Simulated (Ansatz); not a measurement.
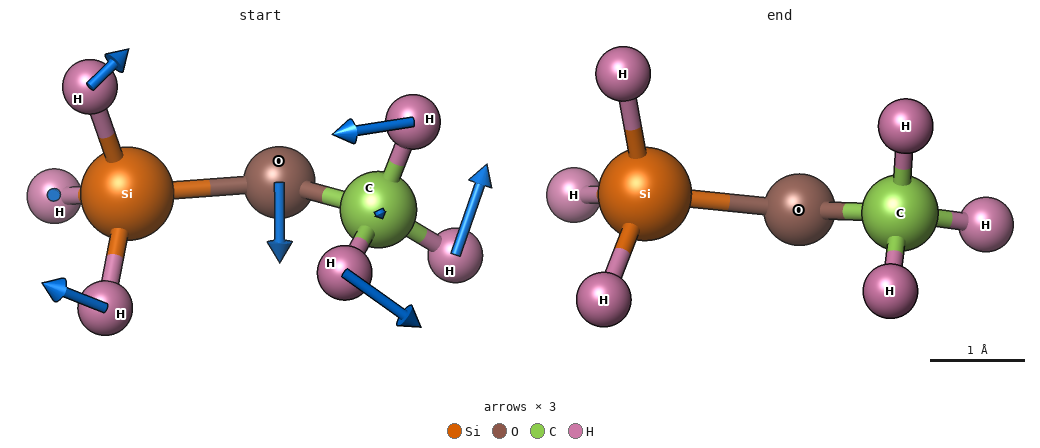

The structure of CH6OSi before (left) and after (right) a relaxation, at one scale. The blue arrows give the displacements, 3 times their true length.

Style: ball-and-stick. Shown at a tilt.

The run prepares the start of a later molecular dynamics calculation, from a guessed geometry.

Method: Ansatz 0.2.0, RKS CAM-B3LYP-D4/6-31G.

The input:
```yaml
crystal:
  periodic: [false, false, false]
  atoms:
    - { symbol: Si, position_ang: [0.0, 0.0, 0.0] }
    - { symbol: O, position_ang: [0.0, 0.0, 1.68] }
    - { symbol: C, position_ang: [-1.1112, -0.3437, 2.4945] }
    - { symbol: H, position_ang: [-1.814, -0.9775, 1.9143] }
    - { symbol: H, position_ang: [-0.7584, -0.9037, 3.3856] }
    - { symbol: H, position_ang: [-1.6313, 0.5809, 2.8212] }
    - { symbol: H, position_ang: [1.3768, 0.0, -0.4862] }
    - { symbol: H, position_ang: [-0.6877, 1.1914, -0.4862] }
    - { symbol: H, position_ang: [-0.6877, -1.1914, -0.4862] }
basis:
  gaussian: { orbitals: "6-31G" }
hamiltonian:
  xc: cam_b3lyp
  dispersion: d4
relax:
  f_tol: 0.02
  max_steps: 40
```

Command:
```bash
ansatz run input.yaml --threads 1 --pin off --max-ram 2048MiB --backend cpu --events-out ev --progress --plain --runs-dir out
```

Summarise the run.

The atom that moves furthest after the best rigid fit is H4 (0.35 Å). By element the largest moves are H 0.35 Å, O 0.30 Å, C 0.04 Å, Si 0.03 Å. Some distances before and after: Si1–H8 1.459 → 1.504 Å, Si1–O2 1.680 → 1.724 Å, Si1–H7 1.460 → 1.489 Å, C3–H5 1.110 → 1.090 Å. Bond angles that change, for instance: O2–Si1–H7 109.5° → 105.9°, O2–C3–H5 109.5° → 107.4°, O2–C3–H4 109.5° → 111.6°. Groups turn about O2–C3 by about 35°. Over 6 accepted moves (7 points after the start) the energy falls by 13.2 kJ/mol. Largest force component: 1 eV/Å at the start, 0.0029 eV/Å at the end. The line search rejected the trial step at point 4 of the run. The run took 11 s on 1 thread of Intel(R) Xeon(R) 6975P-C (Granite Rapids), on a shared host, peak memory 0.14 GiB.

Limits of the set-up: the basis has no polarisation functions, which atoms past neon need.
